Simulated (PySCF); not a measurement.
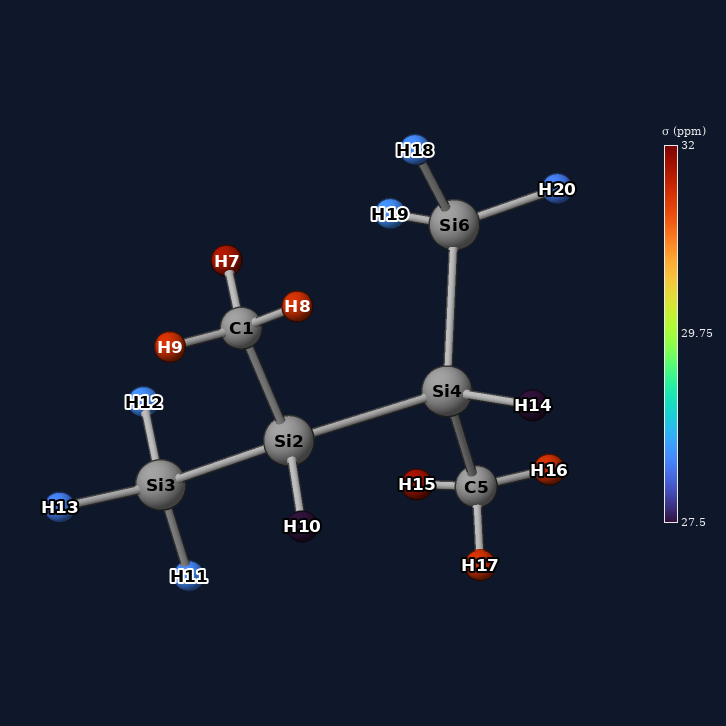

Atoms are coloured by their isotropic NMR shieldings (H only, the others grey). Computed geometry: GFN2-xTB optimisation. No frequency run is at hand to confirm it as a minimum. Properties computed with GIAO PBE0/pcSseg-1 NMR shielding, non-relativistic, gas phase (PySCF 2.14.0).

Give the isotropic NMR shieldings of the H atoms atom by atom.

```csv
atom,σ (ppm)
H7,31.70
H8,31.42
H9,31.41
H10,27.51
H11,28.28
H12,28.32
H13,28.23
H14,27.51
H15,31.75
H16,31.41
H17,31.41
H18,28.30
H19,28.33
H20,28.21
```

The geometry is semi-empirical. Around Si such bond lengths and angles can be off by a tenth of an ångström or more and by several degrees, and values that hang on the shape move with them.
